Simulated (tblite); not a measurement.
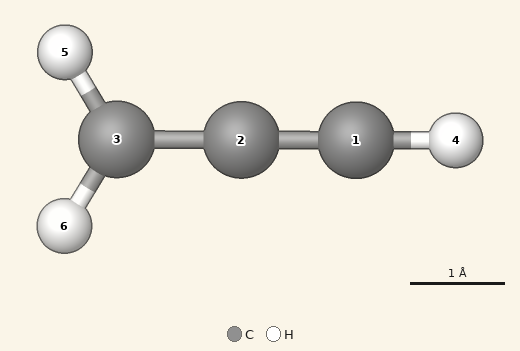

The structure as given in the input (ball-and-stick view, seen on its broad side; atoms are numbered from 1 in the order of the input). Bond lengths as drawn: C–C 1.23 to 1.34 Å and C–H 1.07 to 1.09 Å.

## Run report: C3H3 (charge +1), frequency calculation

System: C3H3, charge +1, SMILES [CH+]=C=C.
Method: GFN2-xTB harmonic vibrations, gas phase (tblite 0.8.0).

### Output
```
mode    cm-1     km/mol
  1     319.7     32.92
  2     321.8      6.06
  3     623.1     97.88
  4     707.6     13.04
  5     902.2      2.13
  6     926.8     24.70
  7    1148.3     29.25
  8    1306.7     29.57
  9    2100.3    155.25
 10    2968.5    123.86
 11    2988.2    102.38
 12    3205.6    235.79
ZPE 104.785  H(298)-E 117.802  G(298)-E 43.855 kJ/mol  S 248.02 J/(mol K)
```

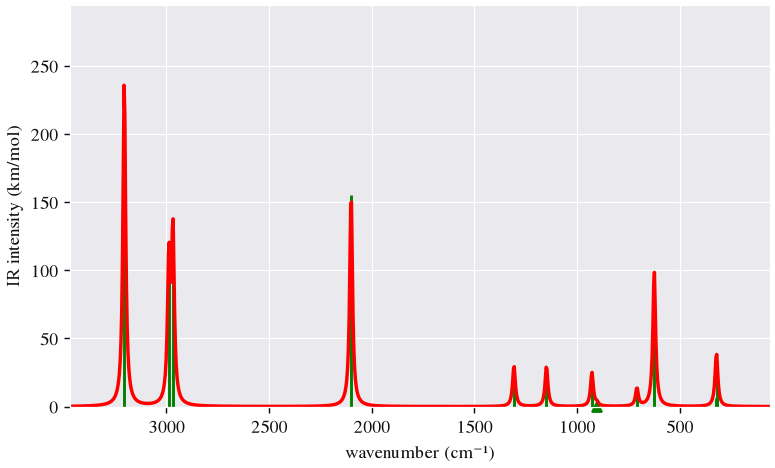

Harmonic infrared spectrum, unscaled: sticks (degenerate modes added up, dark ones marked on the axis) with a Lorentzian envelope of 16 cm⁻¹ full width, scaled to the tallest stick. 12 modes from 320 to 3206 cm⁻¹, none imaginary. The strongest line is at 3206 cm⁻¹ (236 km/mol). All modes, in cm⁻¹ (km/mol): 320 (33), 322 (6.1), 623 (98), 708 (13.0), 902 (2.1), 927 (25), 1148 (29), 1307 (30), 2100 (155), 2968 (124), 2988 (102), 3206 (236).

The run was set up as follows.

### The input
```
{"job": {"kind": "ir", "xc": "GFN2-xTB", "basis": "xTB"}, "charge": 1, "multiplicity": 1}
C      1.475498    -0.198645     0.288702
C      0.264045    -0.036690     0.144173
C     -1.050592     0.142263    -0.010427
H      2.524887    -0.336435     0.414371
H     -1.436880     1.012924    -0.540330
H     -1.765833    -0.576511     0.389503
```

The first line tells a small driver script what to run in tblite; the rest is the geometry in Å.

Launched with:
```bash
OMP_NUM_THREADS=1 python <driver script> task.json out
```

### Summary

- outcome: converged
- total energy: −199.1186 eV
- zero-point energy: 25.0440 kcal/mol
- hardware: 1 CPU thread, shared host
- peak memory: 0.47 GiB
